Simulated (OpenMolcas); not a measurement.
Run report: BH, single-point calculation (part 4 of 4)

Continued. System: BH (borane(1)), multiplicity 3, SMILES [BH]. Method: PBE0/def2-TZVPPD, UKS (OpenMolcas 26.06). The geometry is that of the parent species in another charge or spin state.

Geometry of the input (Å):
```
B  0.0000  0.0000  0.0000
H  0.0000  0.0000  1.2324
```

### Output, continued
```
        1 B1     1s         0.0000   -0.0009    0.0237   -0.0000    0.0000   -0.0001   -0.0001   -0.7403   -0.0000    0.0000
        2 B1     1s         0.0000   -0.0026    0.1290   -0.0000    0.0000   -0.0004   -0.0006    0.7841   -0.0000    0.0000
        3 B1     1s        -0.0000    0.0979   -1.3572    0.0000    0.0000    0.0027    0.0032   -0.8895    0.0000   -0.0000
        4 B1     1s        -0.0000   -0.2233   -1.2235   -0.0000   -0.0000    0.0118    0.0184    5.0912   -0.0000    0.0000
        5 B1     1s        -0.0000    0.0395   -0.9242   -0.0000   -0.0000   -0.0053    0.0038   -1.2831    0.0000   -0.0000
        6 B1     1s        -0.0000    0.0296    0.1664   -0.0000   -0.0000    0.0028   -0.0010    0.1663   -0.0000    0.0000
        7 B1     2px        0.0220   -0.0000   -0.0000   -0.0098    0.0174   -0.0000   -0.0000    0.0000    0.0100   -0.0933
        8 B1     2px       -0.1679    0.0000   -0.0000    0.2416   -0.4090    0.0000    0.0000    0.0000   -0.0313   -0.2876
        9 B1     2px       -0.2570   -0.0000   -0.0000   -0.1612    0.2772   -0.0000   -0.0000   -0.0000    0.3511    0.1318
       10 B1     2py        0.0129    0.0000    0.0000    0.0168    0.0102    0.0000    0.0000   -0.0000    0.0058    0.1592
       11 B1     2py       -0.0984   -0.0000    0.0000   -0.4121   -0.2397   -0.0000   -0.0000   -0.0000   -0.0183    0.4907
       12 B1     2py       -0.1506    0.0000   -0.0000    0.2750    0.1625    0.0000    0.0000    0.0000    0.2058   -0.2248
       13 B1     2pz        0.0000    0.0502   -0.9962    0.0000    0.0000    0.0059    0.0035    0.4103   -0.0000    0.0000
       14 B1     2pz       -0.0000   -0.1921   -1.2220   -0.0000   -0.0000    0.0060    0.0149    3.1137    0.0000   -0.0000
       15 B1     2pz       -0.0000    0.0665   -0.3158   -0.0000   -0.0000    0.0015    0.0012   -0.6979   -0.0000   -0.0000
       16 B1     3d2-       0.0000    0.5840   -0.0637   -0.0000    0.0000    0.0315    0.0010    0.2239   -0.0000    0.0000
       17 B1     3d2-       0.0000   -0.4061    0.0446    0.0000   -0.0000    0.0592   -0.1457   -0.1535    0.0000   -0.0000
       18 B1     3d2-      -0.0000    0.1365   -0.0148   -0.0000   -0.0000   -0.0124    0.0356    0.0517   -0.0000   -0.0000
       19 B1     3d1-       0.5765   -0.0000    0.0000   -0.3052   -0.1847    0.0000   -0.0000   -0.0000    0.1044    0.5380
       20 B1     3d1-      -0.5075    0.0000    0.0000   -0.3473   -0.1983   -0.0000   -0.0000   -0.0000   -0.0792    0.3557
       21 B1     3d1-       0.0380   -0.0000   -0.0000    0.1417    0.0827    0.0000    0.0000    0.0000    0.1420   -0.1121
       22 B1     3d0       -0.0000    0.1647   -0.3358    0.0000    0.0000    0.0078   -0.0075    0.3905    0.0000   -0.0000
       23 B1     3d0       -0.0000   -0.2464   -0.3701   -0.0000   -0.0000   -0.0003    0.0122    1.5385    0.0000   -0.0000
       24 B1     3d0        0.0000    0.0742   -0.0773    0.0000    0.0000    0.0016   -0.0019   -0.4492    0.0000    0.0000
       25 B1     3d1+       0.9835   -0.0000   -0.0000    0.1789   -0.3151    0.0000    0.0000    0.0000    0.1782   -0.3153
       26 B1     3d1+      -0.8657    0.0000   -0.0000    0.2036   -0.3383   -0.0000    0.0000    0.0000   -0.1352   -0.2085
       27 B1     3d1+       0.0648   -0.0000   -0.0000   -0.0830    0.1411    0.0000   -0.0000    0.0000    0.2422    0.0657
       28 B1     3d2+      -0.0000   -1.0524    0.0209   -0.0000    0.0000   -0.0577    0.0022    0.0236   -0.0000    0.0000
       29 B1     3d2+       0.0000    0.7329   -0.0142    0.0000   -0.0000   -0.1048   -0.0827   -0.0151    0.0000   -0.0000
       30 B1     3d2+      -0.0000   -0.2458    0.0049   -0.0000   -0.0000    0.0219    0.0203    0.0052   -0.0000   -0.0000
       31 B1     4f3-       0.0166    0.0000    0.0000    0.0000    0.0079    0.0000    0.0000    0.0000    0.0001   -0.0000
       32 B1     4f2-       0.0000   -0.0912   -0.1204    0.0000   -0.0000    0.1782   -0.3353   -0.0095    0.0000   -0.0000
       33 B1     4f1-      -0.2048    0.0000    0.0000   -1.0378   -0.6060    0.0000   -0.0000   -0.0000    0.1158    0.6119
       34 B1     4f0       -0.0000   -0.1813    0.1236   -0.0000   -0.0000    0.0025   -0.0020    0.8144    0.0000   -0.0000
       35 B1     4f1+      -0.3494    0.0000   -0.0000    0.6083   -1.0337   -0.0000    0.0000    0.0000    0.1976   -0.3586
       36 B1     4f2+       0.0000   -0.0670   -0.0662    0.0000   -0.0000   -0.3204   -0.1877   -0.0065    0.0000   -0.0000
       37 B1     4f3+      -0.0003    0.0000    0.0000    0.0021   -0.0002    0.0000    0.0000    0.0000   -0.0000   -0.0004
       38 H2     1s         0.0000   -0.0241   -0.6628    0.0000    0.0000    0.0006    0.0112    0.8273   -0.0000    0.0000
       39 H2     1s         0.0000    0.3193    2.2586    0.0000    0.0000   -0.0134   -0.0280   -4.9687   -0.0000    0.0000
       40 H2     1s         0.0000   -0.1123    1.6417    0.0000    0.0000   -0.0029   -0.0093   -0.1665   -0.0000    0.0000
       41 H2     2px        0.0384   -0.0000    0.0000    0.0403   -0.0696   -0.0000    0.0000   -0.0000   -1.1484   -0.1752
       42 H2     2px        0.1387   -0.0000   -0.0000   -0.6165    1.0482    0.0000   -0.0000   -0.0000    0.8124    0.6378
       43 H2     2px        0.4228   -0.0000    0.0000    0.2246   -0.3871   -0.0000    0.0000   -0.0000   -0.6198   -0.1255
       44 H2     2py        0.0225   -0.0000   -0.0000   -0.0688   -0.0408   -0.0000   -0.0000   -0.0000   -0.6731    0.2988
       45 H2     2py        0.0813    0.0000   -0.0000    1.0517    0.6144    0.0000    0.0000    0.0000    0.4762   -1.0881
       46 H2     2py        0.2479   -0.0000    0.0000   -0.3831   -0.2269   -0.0000   -0.0000   -0.0000   -0.3633    0.2141
       47 H2     2pz        0.0000   -0.0358    0.5539   -0.0000   -0.0000   -0.0009    0.0006    0.7649   -0.0000    0.0000
       48 H2     2pz       -0.0000    0.1030   -1.9052   -0.0000   -0.0000    0.0106    0.0101    0.8112    0.0000   -0.0000
       49 H2     2pz       -0.0000   -0.0696   -0.2766   -0.0000   -0.0000   -0.0021    0.0029    0.9785    0.0000   -0.0000
       50 H2     3d2-       0.0000    0.0078   -0.0093    0.0000   -0.0000   -0.5132    0.9152   -0.0076    0.0000   -0.0000
       51 H2     3d1-      -0.0652    0.0000    0.0000   -0.0202   -0.0107    0.0000   -0.0000   -0.0000    0.1336    1.1168
       52 H2     3d0        0.0000    0.0090    1.2336    0.0000    0.0000   -0.0001    0.0008   -0.1837   -0.0000    0.0000
       53 H2     3d1+      -0.1112    0.0000   -0.0000    0.0118   -0.0182   -0.0000   -0.0000    0.0000    0.2279   -0.6546
       54 H2     3d2+       0.0000   -0.0320   -0.0054    0.0000   -0.0000    0.9165    0.5125   -0.0069    0.0000   -0.0000

          Orbital           51
          Energy            4.1903
          Occ. No.          0.0000

        1 B1     1s         0.0000
        2 B1     1s         0.0000
        3 B1     1s        -0.0000
        4 B1     1s         0.0000
        5 B1     1s        -0.0000
        6 B1     1s         0.0000
        7 B1     2px       -0.1603
        8 B1     2px       -0.4904
        9 B1     2px        0.2249
       10 B1     2py       -0.0939
       11 B1     2py       -0.2874
       12 B1     2py        0.1318
       13 B1     2pz       -0.0000
       14 B1     2pz       -0.0000
       15 B1     2pz        0.0000
       16 B1     3d2-       0.0000
       17 B1     3d2-      -0.0000
       18 B1     3d2-       0.0000
       19 B1     3d1-      -0.3162
       20 B1     3d1-      -0.2082
       21 B1     3d1-       0.0657
       22 B1     3d0       -0.0000
       23 B1     3d0       -0.0000
       24 B1     3d0       -0.0000
       25 B1     3d1+      -0.5394
       26 B1     3d1+      -0.3553
       27 B1     3d1+       0.1121
       28 B1     3d2+       0.0000
       29 B1     3d2+      -0.0000
       30 B1     3d2+       0.0000
       31 B1     4f3-      -0.0004
       32 B1     4f2-      -0.0000
       33 B1     4f1-      -0.3589
       34 B1     4f0       -0.0000
       35 B1     4f1+      -0.6122
       36 B1     4f2+      -0.0000
       37 B1     4f3+       0.0000
       38 H2     1s         0.0000
       39 H2     1s         0.0000
       40 H2     1s        -0.0000
       41 H2     2px       -0.2981
       42 H2     2px        1.0879
       43 H2     2px       -0.2143
       44 H2     2py       -0.1747
       45 H2     2py        0.6377
       46 H2     2py       -0.1256
       47 H2     2pz        0.0000
       48 H2     2pz       -0.0000
       49 H2     2pz        0.0000
       50 H2     3d2-      -0.0000
       51 H2     3d1-      -0.6546
       52 H2     3d0        0.0000
       53 H2     3d1+      -1.1168
       54 H2     3d2+      -0.0000
--

++    Molecular properties:
      ---------------------

      Charge (e):
                      =   -0.0000
      Dipole Moment (debye):
      Origin of the operator (angstrom)=    0.0000    0.0000    0.1034
                   X= -6.7668E-15               Y=  1.1966E-14               Z=  1.9870E-01           Total=  1.9870E-01
      Quadrupole Moment (debye*angstrom):
      Origin of the operator (angstrom)=    0.0000    0.0000    0.1034
                  XX= -7.0075E+00              XY=  1.4568E+00              XZ= -6.5984E-15              YY= -8.6388E+00
                  YZ=  5.1862E-15              ZZ= -7.4019E+00
      In traceless form (debye*angstrom)
                  XX=  1.0128E+00              XY=  2.1852E+00              XZ= -9.8976E-15              YY= -1.4340E+00
                  YZ=  7.7793E-15              ZZ=  4.2121E-01
--

--- Stop Module: scf /rc=_RC_ALL_IS_WELL_ ---
--- Module scf spent 12 seconds ---

.##################.
.# Happy landing! #.
.##################.

    Timing: Wall=13.22 User=11.64 System=1.57
```

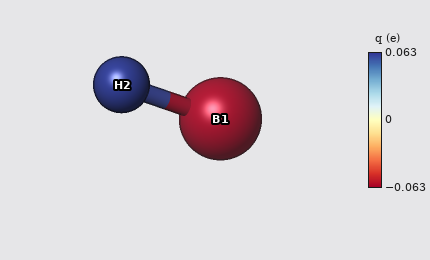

*Mulliken charges, as the colour of each atom (ball-and-stick view, seen at a tilt; atoms are numbered from 1 in the order of the input).*

By element: B −0.06 and H +0.06 e.

### Summary

| quantity | value |
| --- | --- |
| outcome | converged |
| total energy | −25.214179 hartree |
| basis functions | 54 |
| ⟨S²⟩ | 2.001 |
| dipole moment | 0.20 debye |
| wall time | 14 s |
| peak memory | 0.39 GiB |
